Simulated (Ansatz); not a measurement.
# Single-point calculation of C2H10Al2O2

The run: single-point calculation of C2H10Al2O2, SMILES C[O+]1[AlH2-][O+](C)[AlH2-]1. Method and program: RHF/cc-pVTZ (Ansatz 0.2.0).

Some settings of this run were made unusual or wrong on purpose. The geometry comes from this level: PBE0-D4/def2-TZVP.

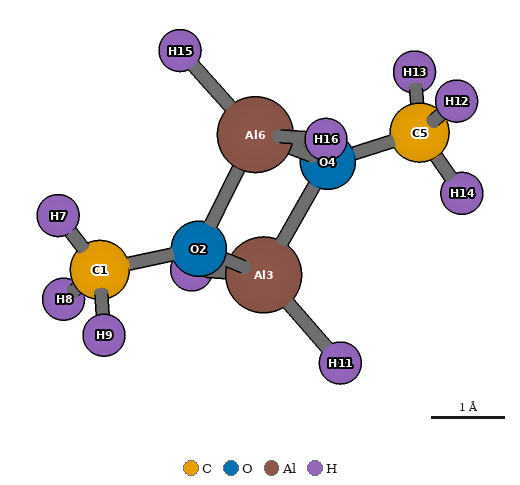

The input geometry (ball-and-stick view, seen at a tilt; atoms are numbered from 1 in the order of the input). Sticks mark near contacts. Bond lengths as drawn: Al–H 1.56 to 1.63 Å, Al–O 1.80 to 1.85 Å, C–H 1.03 to 1.18 Å and C–O 1.38 to 1.43 Å.

## The input
```yaml
crystal:
  periodic: [false, false, false]
  atoms:
    - {symbol: C, position_ang: [-0.374425, -0.996603, 2.313802]}
    - {symbol: O, position_ang: [0.071660, -0.276122, 1.162187]}
    - {symbol: Al, position_ang: [0.978840, -0.928218, -0.252461]}
    - {symbol: O, position_ang: [0.010157, 0.374701, -1.149143]}
    - {symbol: C, position_ang: [0.318160, 1.007648, -2.335957]}
    - {symbol: Al, position_ang: [-0.954851, 0.919004, 0.283867]}
    - {symbol: H, position_ang: [-1.348704, -0.858300, 2.620550]}
    - {symbol: H, position_ang: [-0.181579, -2.036241, 2.224415]}
    - {symbol: H, position_ang: [0.358601, -0.646088, 3.167790]}
    - {symbol: H, position_ang: [0.564803, -2.474053, -0.537765]}
    - {symbol: H, position_ang: [2.543735, -0.530988, -0.328701]}
    - {symbol: H, position_ang: [0.096997, 2.112944, -2.217796]}
    - {symbol: H, position_ang: [-0.364490, 0.635309, -3.151512]}
    - {symbol: H, position_ang: [1.366847, 0.898240, -2.566128]}
    - {symbol: H, position_ang: [-2.467725, 0.556525, 0.406715]}
    - {symbol: H, position_ang: [-0.551492, 2.450321, 0.575525]}
basis:
  gaussian: {orbitals: cc-pVTZ}
hamiltonian: {xc: {name: HF}}
correlation: {active_space: {window: {electrons: 2, orbitals: 1}}}
```

Hardware: 4 threads of Arm Neoverse V2, 23 GiB of memory available, shared host.

Launch command:
```bash
ansatz run in.yaml --threads 4 --pin off --events-out ev --progress --plain --max-ram 11315MiB
```

## Output
```
Functional definition: HF
  name "HF"
  cite "Fock, Z. Phys. 61, 126 (1930) doi:10.1007/BF01340294"
  parent pbe
  exchange = exact_x
  correlation = 0
1887 factors; integrals over basis functions are off by at most 1.7e-3 eV
mean field evaluation 1: about -19461.2183 eV, gradient 4.3e1 eV
mean field evaluation 2: about -19461.5478 eV, gradient 4.3e1 eV
mean field evaluation 4: about -19465.6697 eV, gradient 4.9e0 eV
mean field evaluation 8: about -19465.7369 eV, gradient 1.7e-1 eV
mean field -19465.73701126 eV, -715.3526408133 hartree, gradient 2.4e-6 eV, S^2 0.000000; 0 other end points of the search recorded, 0 dependent functions left out
reference -19465.73701126 eV, -715.3526408133 hartree; 32, 32 occupied and 296, 296 virtual orbitals, 1887 factors
state -19465.73701126 eV, -715.3526408133 hartree
Total energy: -19465.73701126 eV, -715.3526408133 hartree
```

## Outcome

- outcome: converged
- total energy: −19465.7370 eV
- SCF solution under orbital rotations: stable
- wall time: 12 s (CPU time 44 s)
- peak memory: 1.1 GiB

## What went wrong

A setting was made wrong on purpose: the active space doesn't fit the electrons and spin. The program still converged, but the numbers can't be taken as results for the intended system.
